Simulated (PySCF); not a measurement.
C5H11NO2

```xyz
19

C    -2.7955    0.3687    0.1427
N    -1.4210    0.3311   -0.0361
C    -1.1574   -0.2820   -1.2570
O    -1.9797   -0.3959   -2.1397
C     0.2645   -0.7847   -1.5568
C     1.4068    0.0173   -0.9235
O     1.2898   -0.2817    0.4917
C     2.4355    0.1940    1.2377
H    -3.2632    1.4245    0.0277
H    -2.9884    0.1823    1.1536
H    -3.3935   -0.2519   -0.5971
H    -0.8567   -0.0462    0.7820
H     0.3847   -1.7795   -1.3670
H     0.3798   -0.7624   -2.6624
H     1.3761    1.1310   -1.1375
H     2.3705   -0.4067   -1.1603
H     3.2913   -0.1817    0.6328
H     2.4576    1.3023    1.4521
H     2.3653   -0.3179    2.2009
```

Geometry: GFN2-xTB, MD frame at 250 fs, 600 K.

Theory: PBE0/pcSseg-1, SCF density, gas phase, non-relativistic (PySCF 2.14.0).

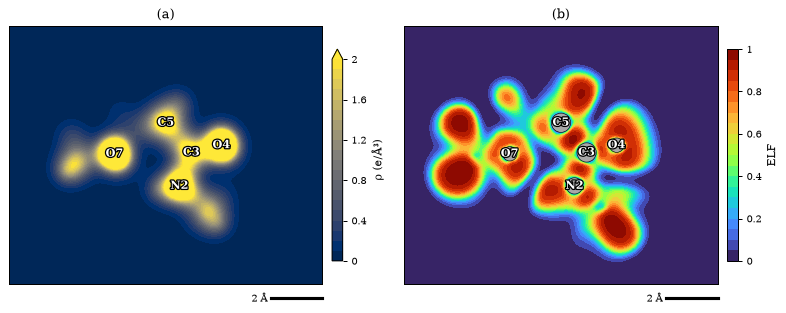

Figure 1. (a) total electron density; (b) electron localisation function on the plane of atoms N2, C3 and O4. Grey discs cover the atomic cores in the ELF map.

Interpret the plot.

Answer. Atoms in the plane: N, C and O.
C–O (1.21 Å): ρ at the midpoint is about 3.3 e/Å³; the ELF peaks at about 0.85 between the atoms (a multiple bond).
C–N (1.39 Å): the density is about 2.2 e/Å³ at the midpoint; the ELF peaks at about 0.90 between the atoms; a covalent bond.
C–C (1.54 Å): the density is about 1.6 e/Å³ at the midpoint; the ELF peaks at about 0.95 between the atoms; localised, covalent bonding.
The ELF also peaks beside O4, away from the bonds: lone-pair regions.

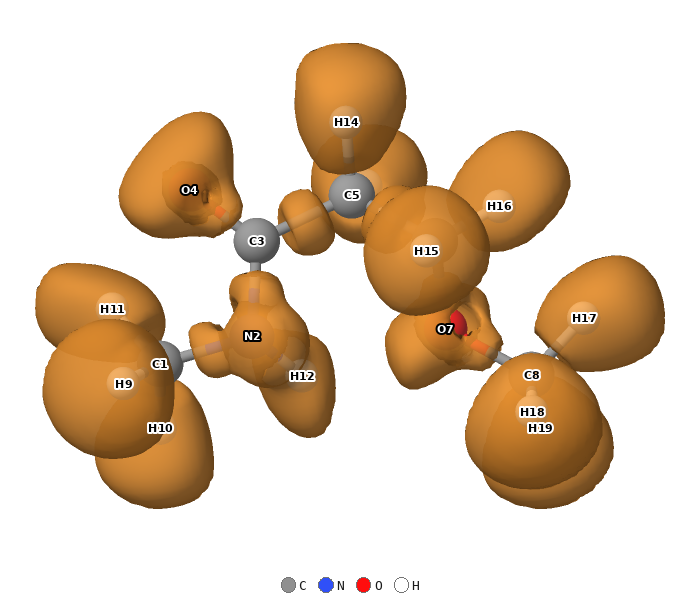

Figure 2. Isosurface of the electron localisation function at 0.75 (orange), seen across its widest extent. Core shells and regions of very low density are left out.

Where are the electrons localised?

Answer. At this value the surface marks out two regions between bonded C–C atoms (shared pairs), ten regions around hydrogen nuclei, two regions on O in which the atom's valence shell and bonds are merged and one joined region spread over several atoms (H, N), in which their bonds and any lone pairs are merged.

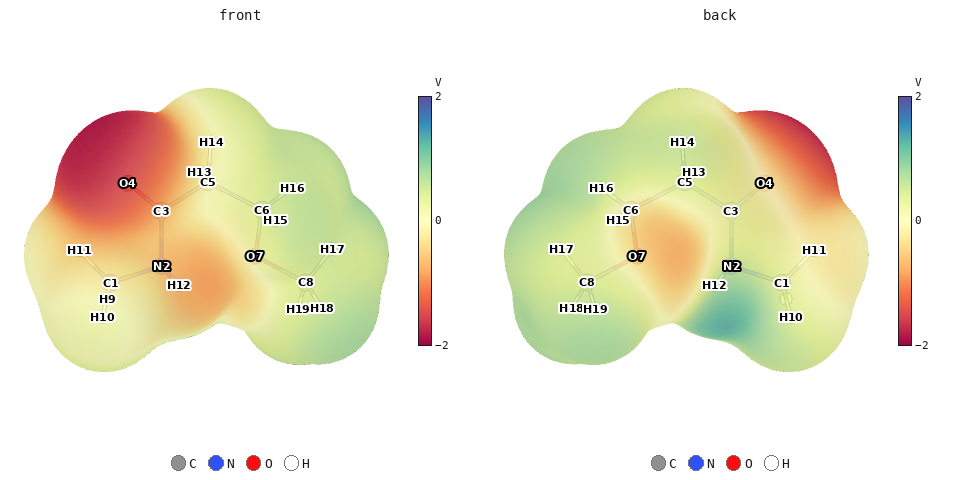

Figure 3. The molecular electrostatic potential painted on the density surface at 0.001 e/bohr³, seen from the front and from behind; the colour scale runs from red (negative) to blue (positive).

Which sites attract a positive test charge, and which a negative one?

Answer. A positive charge is drawn to the negative regions and a negative charge to the positive ones. The most negative region (about −1.8 V) lies over O4, the most positive (about +1.2 V) over H12. O4 is the likeliest acceptor of a hydrogen bond.
